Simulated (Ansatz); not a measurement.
Band structure of InSnTe2 (R-3m, 4 atoms in the cell).

```xyz
4
Lattice="2.2324 1.2889 7.2283 -2.2324 1.2889 7.2283 0.0000 -2.5778 7.2283" Properties=species:S:1:pos:R:3 pbc="T T T"
In     0.0000     0.0000     0.0000
Sn     0.0000     0.0000    10.8425
Te     0.0000     0.0000    16.2448
Te     0.0000     0.0000     5.4402
```

Method of the run: LDA (PW92), PAW files made with PBE (plane waves; Ansatz, a first-principles code).

Settings: kpoints.mp_grid.grid = 6 6 6; hamiltonian.xc = lda; hamiltonian.pseudopotentials = {kind: paw} (the program's default PAW files); scf.occupations.method = fermi_dirac; scf.occupations.width = 0.1 eV; kpoints.band_path.path = [[0.0, 0.0, 0.0], [0.5, 0.0, 0.0], [0.5, 0.18786326, -0.18786326]]; kpoints.band_path.npoints = 8.

The starting cell comes from a database of computed structures (which also holds hypothetical and non-ambient phases and stackings), without a prior relaxation at this level. Spin-orbit coupling is off.

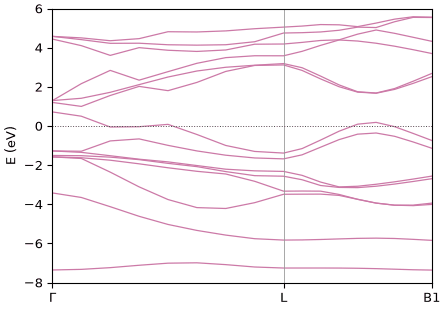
Bands along the path, energies from the Fermi level.

Levels in eV from the Fermi level, bands 27 to 34:
```csv
point,27,28,29,30,31,32,33,34
Γ,-1.51,-1.27,-1.27,0.72,1.20,1.30,1.30,4.44
L,-2.56,-2.32,-1.68,-1.38,3.12,3.19,3.59,4.19
B1,-2.69,-2.56,-1.13,-0.74,2.52,2.68,3.70,4.33
```

Bands cross the Fermi level along this path, so the cell is metallic at this level.

Keys are those of Ansatz 0.2.
